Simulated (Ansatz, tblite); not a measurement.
**Ge(vinyl)3(pyrrolidide) (C₁₀H₁₇GeN): rung by rung**

How do method and basis change the picture of Ge(vinyl)3(pyrrolidide) (C₁₀H₁₇GeN) (singlet)?

The runs use Ansatz 0.2.0, Gaussian basis; as each input shows.

The runs, in order: GFN1-xTB, GFN2-xTB, PBE-D4/def2-TZVP, r2SCAN-D4/def2-TZVP, LDA/def2-TZVP, B97M-V/def2-TZVP, PBE-D4/def2-SVP, PBE0-D4/def2-SVP, HF/STO-3G, MP2/def2-SVP.

4 further runs of the same task are left out: 2 that didn't finish, 2 set aside as unsound or not needed.

### 1 The relaxed structure

The singlet was relaxed beforehand with PBE-D4/def2-SVP.

29 atoms, charge 0, spin multiplicity 1.

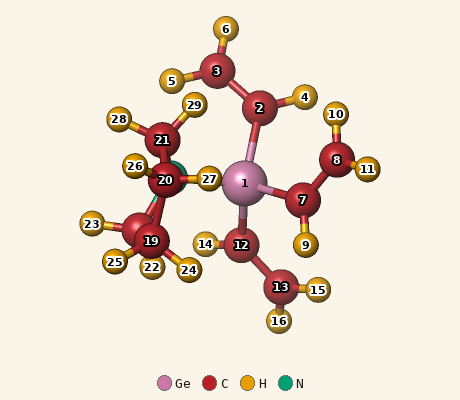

The geometry (germanium pink, carbon red, hydrogen amber, nitrogen teal); atoms are numbered from 1 in the order of the file.

PBE0-D4/def2-TZVP was run before; its log isn't repeated, and its numbers join the tables.

### 2 GFN1-xTB

Tight binding, by tblite at 300 K electronic temperature and without a spin-polarisation term:

```python
tblite.interface.Calculator('GFN1-xTB', numbers, positions, charge=0, uhf=0).singlepoint()
```

Energy -953.5988 eV, HOMO -10.17 eV, LUMO -7.32 eV; 0.026 s.

### 3 GFN2-xTB

Tight binding, by tblite at 300 K electronic temperature and without a spin-polarisation term:

```python
tblite.interface.Calculator('GFN2-xTB', numbers, positions, charge=0, uhf=0).singlepoint()
```

Energy -946.9053 eV, HOMO -9.36 eV, LUMO -6.40 eV; 0.018 s.

### 4 PBE-D4/def2-TZVP

start.molden holds the orbitals of an earlier run on this state, given as this run's starting guess.

File in.yaml:

```yaml
crystal:
  periodic: [false, false, false]
  atoms:
    - {symbol: Ge, position_ang: [0.165241, 0.928309, 0.329397]}
    - {symbol: C, position_ang: [0.454287, 1.264982, 2.232199]}
    - {symbol: C, position_ang: [-0.394818, 0.817628, 3.176330]}
    - {symbol: H, position_ang: [1.327310, 1.874027, 2.530743]}
    - {symbol: H, position_ang: [-1.282401, 0.219379, 2.905001]}
    - {symbol: H, position_ang: [-0.248101, 1.032258, 4.249938]}
    - {symbol: C, position_ang: [1.871982, 0.507240, -0.538573]}
    - {symbol: C, position_ang: [2.970547, 0.127406, 0.143838]}
    - {symbol: H, position_ang: [1.909793, 0.508761, -1.644287]}
    - {symbol: H, position_ang: [2.990604, 0.102154, 1.248514]}
    - {symbol: H, position_ang: [3.904161, -0.176184, -0.362549]}
    - {symbol: C, position_ang: [-0.700525, 2.427026, -0.572908]}
    - {symbol: C, position_ang: [-0.086700, 3.201525, -1.487648]}
    - {symbol: H, position_ang: [-1.742417, 2.658137, -0.284232]}
    - {symbol: H, position_ang: [0.956678, 3.020709, -1.801595]}
    - {symbol: H, position_ang: [-0.592751, 4.060581, -1.963280]}
    - {symbol: N, position_ang: [-1.049525, -0.495729, 0.260533]}
    - {symbol: C, position_ang: [-1.756529, -0.762861, -0.992571]}
    - {symbol: C, position_ang: [-0.917707, -1.835784, -1.736595]}
    - {symbol: C, position_ang: [-0.150398, -2.567867, -0.600465]}
    - {symbol: C, position_ang: [-0.572113, -1.813503, 0.691199]}
    - {symbol: H, position_ang: [-1.908114, 0.165878, -1.579662]}
    - {symbol: H, position_ang: [-2.769890, -1.173511, -0.760716]}
    - {symbol: H, position_ang: [-0.209412, -1.347474, -2.437970]}
    - {symbol: H, position_ang: [-1.550745, -2.519176, -2.338594]}
    - {symbol: H, position_ang: [-0.400558, -3.646402, -0.544601]}
    - {symbol: H, position_ang: [0.945498, -2.491252, -0.750200]}
    - {symbol: H, position_ang: [-1.408876, -2.359309, 1.191813]}
    - {symbol: H, position_ang: [0.245478, -1.726927, 1.436908]}
basis:
  gaussian: {orbitals: def2-TZVP, initial_orbitals: start.molden}
hamiltonian: {xc: pbe, dispersion: d4}
scf: {omitted_lower_state_checks: [starts]}
output: {orbitals: {seedname: orbitals}}
```

Run with:

```bash
$ ansatz run in.yaml --threads 4 --pin off --events-out ev --progress --plain --max-ram 6963MiB
```

The runs that follow: r2SCAN-D4/def2-TZVP; LDA/def2-TZVP; B97M-V/def2-TZVP; PBE-D4/def2-SVP; PBE0-D4/def2-SVP; HF/STO-3G; MP2/def2-SVP.

Before running them: what should the planned runs give, taken together? Wanted: gap in def2-TZVP, named functionals, smallest and largest; correlation energy, MP2/def2-SVP; binding an atom, functionals in def2-TZVP; PBE0 total energy, smallest basis above largest.

**Answer**, as computed:

| quantity | value |
| --- | --- |
| gap in def2-TZVP, named functionals, smallest and largest | 3.02 eV (LDA), 5.35 eV (PBE0-D4) |
| correlation energy, MP2/def2-SVP | -47.86 eV |
| binding an atom, functionals in def2-TZVP | 4.26 (B97M-V) to 4.88 eV (LDA) |
| PBE0 total energy, smallest basis above largest | 19.98 eV (def2-SVP, def2-TZVP) |

Over the named functionals in def2-TZVP the gap runs from 3.02 eV (LDA) to 5.35 eV (PBE0-D4); exact exchange widens it.
